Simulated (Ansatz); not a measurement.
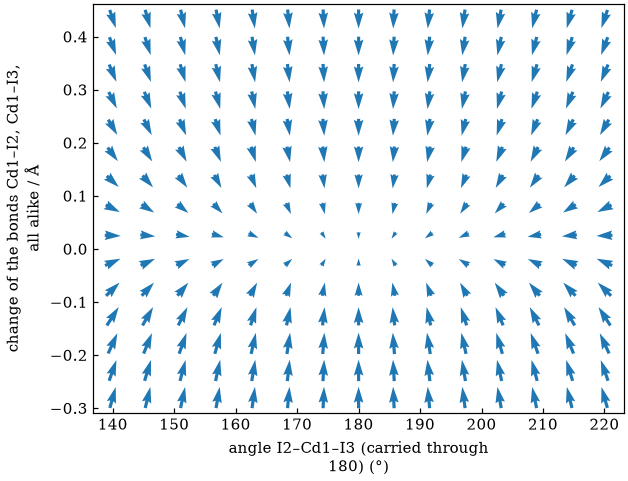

CdI2. Coordinates scanned: (1) angle I2–Cd1–I3 (carried through 180); (2) change of the bonds Cd1–I2, Cd1–I3, all alike. Nothing is relaxed (all other coordinates rigid). Grid: 15 × 15 points; 138 points were computed and 87 follow by symmetry. Points are written as (first, second). The calculation used RKS SPW92 (LDA)/def2-TZVP in Ansatz 0.2.0.

In the figure: arrows along the force (downhill), their lengths compressed.

The arrows alone are given. Where is the energy lowest?

Answer. The arrows converge at about (180°, 0.000 Å) (read from the interpolated surface).

The energy map of the same scan:

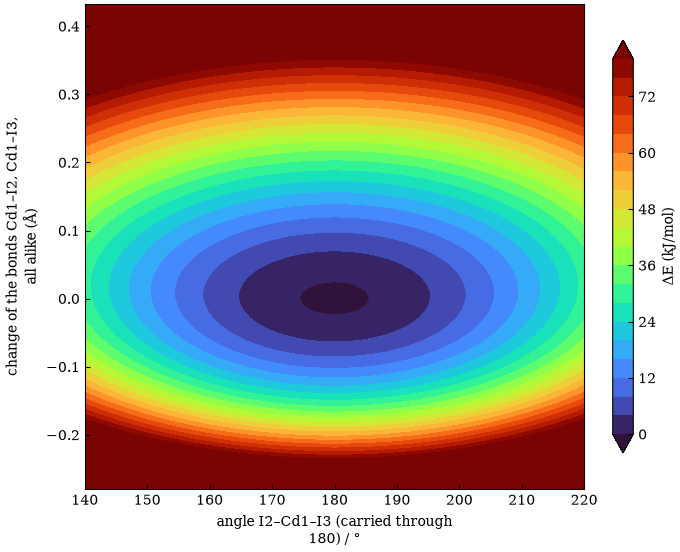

Energies are in kJ/mol, from the lowest grid point; between grid points the surface is interpolated.
